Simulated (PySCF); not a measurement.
# C4H2F3O2−: NMR shifts and electronic excitations in gas and solvents, part 2 of 2

PySCF 2.14.0. Atoms count from 0. Earlier steps stand in the parts before.

## (5) Ultraviolet spectrum: B3LYP/def2-SVPD

The job: settings as JSON, then the geometry in Å.

```
{"job": {"kind": "uv", "xc": "B3LYP", "basis": "def2-SVPD", "dynamic": true, "nstates": 6, "ntriplets": 0}, "charge": -1, "multiplicity": 1}
O      3.015823     0.785518    -0.465265
C      2.012201     0.876880     0.253458
O      1.813017     1.441818     1.341335
C      0.759513     0.146529    -0.295768
F      0.891795    -0.418391    -1.504878
C     -0.408316     0.033035     0.352446
C     -1.571877    -0.690439    -0.184797
F     -2.674843     0.115943    -0.283330
F     -1.956397    -1.719501     0.634131
H     -0.460351     0.516364     1.329652
H     -1.375031    -1.113320    -1.183706
```

Level: TDDFT B3LYP/def2-SVPD, vertical, gas phase, core orbitals frozen in the response.

What it wrote:

```text
coarse grid: 11016 points
cycle   1  E = -602.8295390457  dE =  1.419e+00  |g| = 1.306e+00  |ddm| = 4.901e+00
cycle   2  E = -600.4206526347  dE =  2.409e+00  |g| = 3.143e+00  |ddm| = 6.943e+00
cycle   3  E = -603.0443297586  dE = -2.624e+00  |g| = 6.435e-01  |ddm| = 6.353e+00
cycle   4  E = -603.1459982551  dE = -1.017e-01  |g| = 1.610e-01  |ddm| = 1.057e+00
cycle   5  E = -603.1487924424  dE = -2.794e-03  |g| = 1.220e-01  |ddm| = 5.396e-01
cycle   6  E = -603.1520498766  dE = -3.257e-03  |g| = 4.316e-02  |ddm| = 2.392e-01
cycle   7  E = -603.1523697915  dE = -3.199e-04  |g| = 2.028e-02  |ddm| = 7.426e-02
cycle   8  E = -603.1524481942  dE = -7.840e-05  |g| = 4.683e-03  |ddm| = 2.746e-02
cycle   9  E = -603.1524519868  dE = -3.793e-06  |g| = 1.806e-03  |ddm| = 7.974e-03
final grid: 112808 points
cycle  10  E = -603.2538770619  dE = -3.068e-05  |g| = 8.410e-03  |ddm| = 1.140e-01
cycle  11  E = -603.2538522519  dE =  2.481e-05  |g| = 1.433e-02  |ddm| = 2.134e-02
cycle  12  E = -603.2538896793  dE = -3.743e-05  |g| = 1.149e-03  |ddm| = 1.389e-02
cycle  13  E = -603.2538899249  dE = -2.456e-07  |g| = 4.358e-04  |ddm| = 1.893e-03
cycle  14  E = -603.2538899541  dE = -2.917e-08  |g| = 2.068e-04  |ddm| = 7.707e-04
cycle  15  E = -603.2538899625  dE = -8.419e-09  |g| = 4.574e-05  |ddm| = 3.376e-04
cycle  16  E = -603.2538899629  dE = -4.241e-10  |g| = 1.614e-05  |ddm| = 7.107e-05
converged SCF energy = -603.2538899629

Static polarisability (au): isotropic 67.735, principal 47.815 65.524 89.864

Singlet excitations
state   eV       nm        f      main configurations
  1   3.8204    324.5   0.00030   H->L 0.99
  2   4.0040    309.7   0.00002   H-1->L 0.98
  3   4.6879    264.5   0.01539   H-2->L 0.97
  4   5.3109    233.5   0.00883   H->L+1 0.96
  5   5.4582    227.2   0.00526   H-1->L+1 0.95
  6   5.6584    219.1   0.00071   H-2->L+1 0.97
```

Wall time 72 s (1 thread of Arm Neoverse N1, shared host); peak memory 0.91 GiB.

Frontier orbitals and where they lie:

```
orbital     eV                       atoms
 HOMO−3  -3.76   C5 38 %, C3 26 %, F4 11 %
 HOMO−2  -2.62   O2 46 %, O0 40 %, C1 12 %
 HOMO−1  -2.44   O2 41 %, O0 30 %, C3 12 %
   HOMO  -2.27    O0 50 %, O2 37 %, C1 7 %
   LUMO   2.75    C3 30 %, C5 21 %, C1 8 %
 LUMO+1   3.61  C6 30 %, H10 17 %, F7 14 %
 LUMO+2   4.50   F7 23 %, F8 23 %, F4 18 %
```

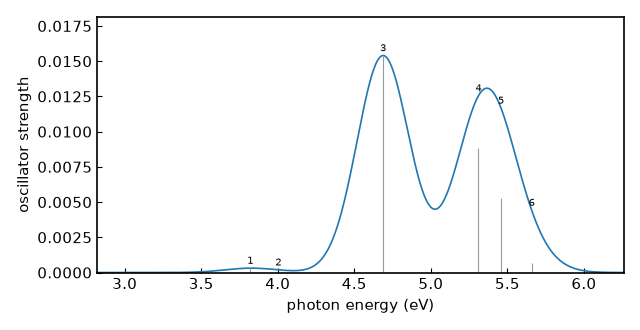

Absorption spectrum from the 6 singlet states computed; above the last one it falls off for lack of states. Lines are broadened to a width of 0.40 eV (Gaussian).

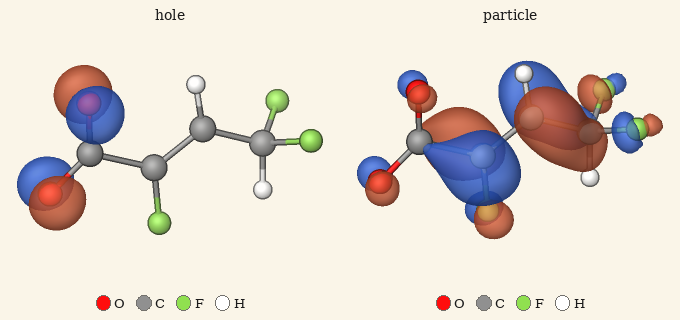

Leading natural transition orbitals of singlet state 3: the electron leaves the hole (left) for the particle orbital (right).

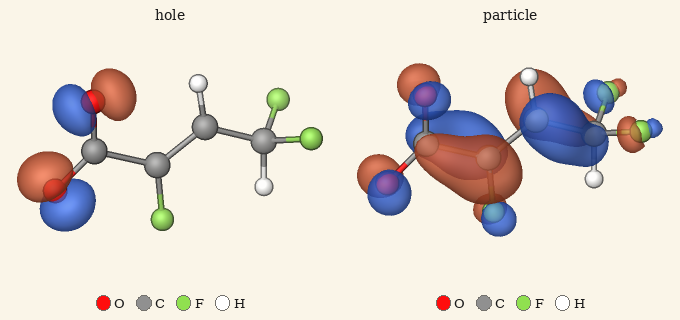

Leading natural transition orbitals of singlet state 1: the electron leaves the hole (left) for the particle orbital (right).

Further results of this job:

```
           property  computed
polarisability (Å³)     10.04
 HOMO–LUMO gap (eV)      5.02
      −ε(HOMO) (eV)      2.27
C6 with itself (au)      1932
```

The fields below are evaluated on a grid from the run's orbitals.

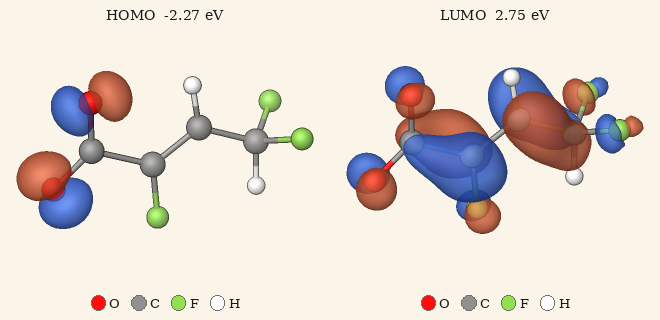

Frontier orbitals at B3LYP/def2-SVPD; each surface holds 70 % of the orbital's density, blue and red mark the sign.

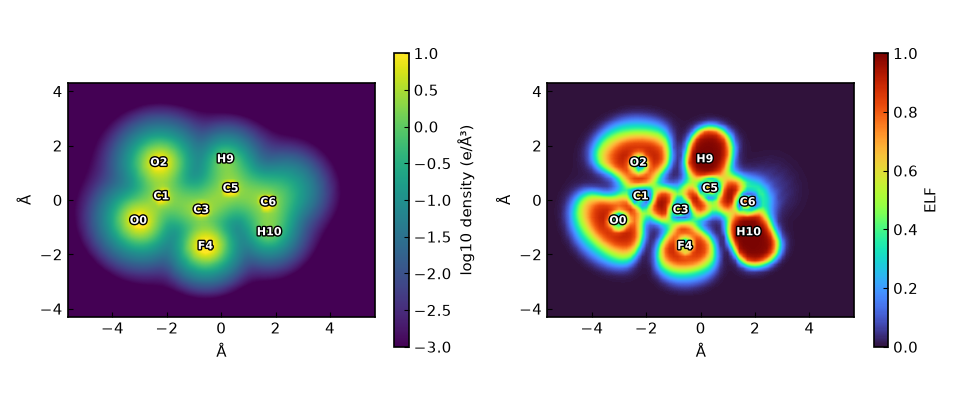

Density (left) and ELF (right) in a plane through or near 9 of the atoms.

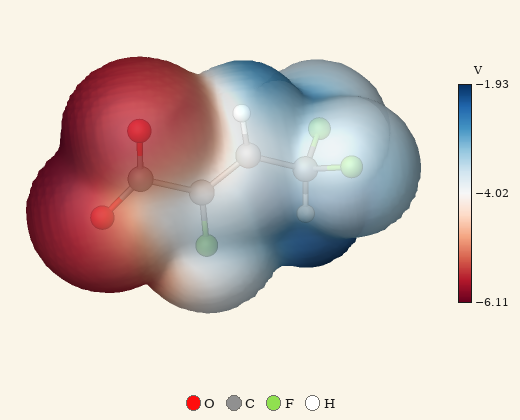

The potential that a unit positive charge feels on the 0.002 e/bohr³ surface, from the 1st to the 99th percentile, from -6.11 V near O0 to -1.93 V near H10.

## (6) Excited states and response: B3LYP/def2-SVPD in chloroform

Settings changed since step 5:

```diff
@@ -1,2 +1,2 @@
-{"job": {"kind": "uv", "xc": "B3LYP", "basis": "def2-SVPD", "dynamic": true, "nstates": 6, "ntriplets": 0}, "charge": -1, "multiplicity": 1}
+{"job": {"kind": "uv", "xc": "B3LYP", "basis": "def2-SVPD", "solvent": "chloroform", "nstates": 6, "ntriplets": 0}, "charge": -1, "multiplicity": 1}
 O      3.015823     0.785518    -0.465265
```

Level: TDDFT B3LYP/def2-SVPD, vertical, IEF-PCM chloroform (non-equilibrium linear response), core orbitals frozen in the response.

What it wrote:

```text
coarse grid: 11016 points
cycle   1  E = -602.9137125450  dE =  1.335e+00  |g| = 1.291e+00  |ddm| = 4.903e+00
cycle   2  E = -602.1968745878  dE =  7.168e-01  |g| = 2.340e+00  |ddm| = 5.572e+00
cycle   3  E = -603.2181472459  dE = -1.021e+00  |g| = 1.570e-01  |ddm| = 4.483e+00
cycle   4  E = -603.2220364859  dE = -3.889e-03  |g| = 9.160e-02  |ddm| = 4.209e-01
cycle   5  E = -603.2235175612  dE = -1.481e-03  |g| = 2.847e-02  |ddm| = 1.334e-01
cycle   6  E = -603.2236637330  dE = -1.462e-04  |g| = 9.365e-03  |ddm| = 3.711e-02
cycle   7  E = -603.2236779973  dE = -1.426e-05  |g| = 4.120e-03  |ddm| = 1.469e-02
cycle   8  E = -603.2236811730  dE = -3.176e-06  |g| = 6.609e-04  |ddm| = 4.635e-03
final grid: 112808 points
cycle   9  E = -603.3250355308  dE = -3.341e-05  |g| = 6.853e-03  |ddm| = 1.124e-01
cycle  10  E = -603.3250213464  dE =  1.418e-05  |g| = 1.133e-02  |ddm| = 1.754e-02
cycle  11  E = -603.3250436062  dE = -2.226e-05  |g| = 8.436e-04  |ddm| = 1.131e-02
cycle  12  E = -603.3250437119  dE = -1.057e-07  |g| = 4.458e-04  |ddm| = 1.463e-03
cycle  13  E = -603.3250437463  dE = -3.446e-08  |g| = 1.295e-04  |ddm| = 5.403e-04
cycle  14  E = -603.3250437494  dE = -3.077e-09  |g| = 3.511e-05  |ddm| = 1.789e-04
cycle  15  E = -603.3250437497  dE = -2.333e-10  |g| = 9.747e-06  |ddm| = 5.186e-05
converged SCF energy = -603.3250437497

Static polarisability (au): isotropic 79.763, principal 56.306 78.012 104.972

Singlet excitations
state   eV       nm        f      main configurations
  1   4.3724    283.6   0.00042   H->L 0.98
  2   4.4798    276.8   0.00004   H-1->L 0.99
  3   5.2890    234.4   0.02486   H-2->L 0.96
  4   6.2058    199.8   0.47772   H-3->L 0.91
  5   6.4488    192.3   0.03201   H->L+1 0.79, H->L+2 0.15
  6   6.5417    189.5   0.00167   H-1->L+1 0.83, H-1->L+2 0.11
```

It took 52 s on 1 thread of Arm Neoverse N1, shared host; peak memory 0.95 GiB.

In short: HOMO -6.02 eV, LUMO -0.39 eV; lowest singlet 4.37 eV.

## (7) Excited states and response: B3LYP/def2-SVPD in cyclohexane

Settings changed since step 6:

```diff
@@ -1,2 +1,2 @@
-{"job": {"kind": "uv", "xc": "B3LYP", "basis": "def2-SVPD", "solvent": "chloroform", "nstates": 6, "ntriplets": 0}, "charge": -1, "multiplicity": 1}
+{"job": {"kind": "uv", "xc": "B3LYP", "basis": "def2-SVPD", "solvent": "cyclohexane", "nstates": 6, "ntriplets": 0}, "charge": -1, "multiplicity": 1}
 O      3.015823     0.785518    -0.465265
```

Level: TDDFT B3LYP/def2-SVPD, vertical, IEF-PCM cyclohexane (non-equilibrium linear response), core orbitals frozen in the response.

What it wrote:

```text
coarse grid: 11016 points
cycle   1  E = -602.8820243288  dE =  1.366e+00  |g| = 1.297e+00  |ddm| = 4.902e+00
cycle   2  E = -601.9917865059  dE =  8.902e-01  |g| = 2.490e+00  |ddm| = 7.130e+00
cycle   3  E = -603.1859835513  dE = -1.194e+00  |g| = 2.186e-01  |ddm| = 6.263e+00
cycle   4  E = -603.1941301066  dE = -8.147e-03  |g| = 1.218e-01  |ddm| = 5.723e-01
cycle   5  E = -603.1963732746  dE = -2.243e-03  |g| = 5.357e-02  |ddm| = 1.850e-01
cycle   6  E = -603.1969070494  dE = -5.338e-04  |g| = 1.436e-02  |ddm| = 7.029e-02
cycle   7  E = -603.1969424450  dE = -3.540e-05  |g| = 5.442e-03  |ddm| = 2.334e-02
cycle   8  E = -603.1969480420  dE = -5.597e-06  |g| = 8.889e-04  |ddm| = 6.385e-03
final grid: 112808 points
cycle   9  E = -603.2983347674  dE = -3.315e-05  |g| = 7.053e-03  |ddm| = 1.130e-01
cycle  10  E = -603.2983193799  dE =  1.539e-05  |g| = 1.171e-02  |ddm| = 1.812e-02
cycle  11  E = -603.2983433499  dE = -2.397e-05  |g| = 8.288e-04  |ddm| = 1.192e-02
cycle  12  E = -603.2983434515  dE = -1.016e-07  |g| = 4.539e-04  |ddm| = 1.555e-03
cycle  13  E = -603.2983434870  dE = -3.557e-08  |g| = 1.481e-04  |ddm| = 5.899e-04
cycle  14  E = -603.2983434911  dE = -4.020e-09  |g| = 3.698e-05  |ddm| = 1.984e-04
cycle  15  E = -603.2983434913  dE = -2.551e-10  |g| = 1.094e-05  |ddm| = 5.480e-05
converged SCF energy = -603.2983434913

Static polarisability (au): isotropic 73.858, principal 51.827 71.866 97.883

Singlet excitations
state   eV       nm        f      main configurations
  1   4.1355    299.8   0.00040   H->L 0.99
  2   4.2738    290.1   0.00002   H-1->L 0.99
  3   5.0220    246.9   0.02324   H-2->L 0.97
  4   6.0423    205.2   0.02052   H->L+1 0.86, H->L+2 0.10
  5   6.1378    202.0   0.08233   H-1->L+1 0.74, H-3->L 0.15
  6   6.2285    199.1   0.35037   H-3->L 0.74, H-1->L+1 0.14
```

Run time: 51 s. Hardware: 1 thread of Arm Neoverse N1, shared host; peak memory 0.95 GiB.

In short: HOMO -4.63 eV, LUMO 0.74 eV; lowest singlet 4.14 eV.

## (8) Run by run: NMR shifts

Shifts (ppm) of some atoms, chosen among heavy atoms and hydrogens apart, means over like atoms, with basis size and wall time:

```
                         run     C3     C1     C5   H10    H9     O0      F4  functions  time
 PBE0/pcSseg-1 in chloroform  175.3  162.9  106.2  6.61  6.04  319.8  -105.8        163  30 s
PBE0/pcSseg-1 in cyclohexane  176.0  161.5  104.1  6.47  6.00  323.3  -105.4        163  27 s
```

The continuum's effect on the ground state:

```
    solvent     ε  polarisation energy (Eh)
cyclohexane  2.02                   -0.0461
 chloroform  4.71                   -0.0744
```

## (9) Side by side: electronic excitations

Excitations and ground-state properties, with basis size and wall time:

```
                           run  lowest singlet (eV)  brightest (eV)      f  gap (eV)  α (Å³)  functions  time
               B3LYP/def2-SVPD                 3.82            4.69  0.015      5.02   10.04        211  72 s
 B3LYP/def2-SVPD in chloroform                 4.37            6.21  0.478      5.63   11.82        211  52 s
B3LYP/def2-SVPD in cyclohexane                 4.14            6.23  0.350      5.36   10.94        211  51 s
```

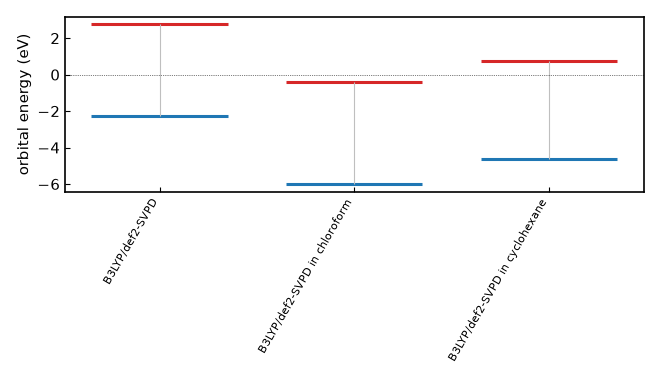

HOMO (blue) and LUMO (red) run by run.

The continuum's effect on the ground state:

```
    solvent     ε  polarisation energy (Eh)
cyclohexane  2.02                   -0.0451
 chloroform  4.71                   -0.0732
```

## (10) Outcome

The summary covers parts 1 to 2.

```
                                                                             quantity                           value
                                                 rotational constants (main isotopes)            3.40, 0.82, 0.75 GHz
                                   ¹³C shifts against TMS (PBE0/pcSseg-1, chloroform)  175.3, 162.9, 118.6, 106.2 ppm
                                    ¹H shifts against TMS (PBE0/pcSseg-1, chloroform)                  6.61, 6.04 ppm
  ¹⁷O shifts against H2O (PBE0/pcSseg-1, chloroform, means over atoms taken as alike)                       319.8 ppm
¹⁹F shifts against CFCl3 (PBE0/pcSseg-1, chloroform, means over atoms taken as alike)              -105.8, -125.0 ppm
                                                     lowest singlet (B3LYP/def2-SVPD)     3.82 eV (325 nm), f = 0.000
                                             brightest single state of those computed     state 3, 4.69 eV, f = 0.015
                                                             range of the shift of O0              319.8 to 323.3 ppm
                                                          range of the lowest singlet                 3.82 to 4.37 eV
```

Over 8 steps the energy fell by 0.066 eV; of the close pairs, C3–F4 changed most, 1.374 to 1.341 Å. No frequency check was run at this level, so the end point may be a saddle. H10 (hydrogen on an allylic sp3 CH bonded to 2 F) lies farthest downfield among hydrogen, at 6.61 ppm; its carbon carries F, an electronegative neighbour. At PBE0/pcSseg-1: The largest span, 469 ppm, is at O0, O2, where the paramagnetic term is -385 ppm. The lowest singlet, at 3.82 eV, is HOMO→LUMO 0.99 and is dark; of the 6 states computed, the strongest absorption comes from state 3 at 4.69 eV. The lowest singlet lies above −ε(HOMO); no detachment energy was computed, so the anion's states may not be bound. In ppm, O0 (with its like atoms) moves most: its shift spreads over 3.5 ppm, from 319.8 (PBE0/pcSseg-1 in chloroform) to 323.3 (PBE0/pcSseg-1 in cyclohexane). The continuum holds electrostatics alone: no hydrogen bonds to the solvent, and the gas-phase geometry is kept. The lowest singlet runs from 3.82 eV (B3LYP/def2-SVPD) to 4.37 eV (B3LYP/def2-SVPD in chloroform), while the orbital gap spans 5.02 to 5.63 eV. The lowest state need not be the same one in every run. The runs solved for a few states only, so the brightest column depends on that window.
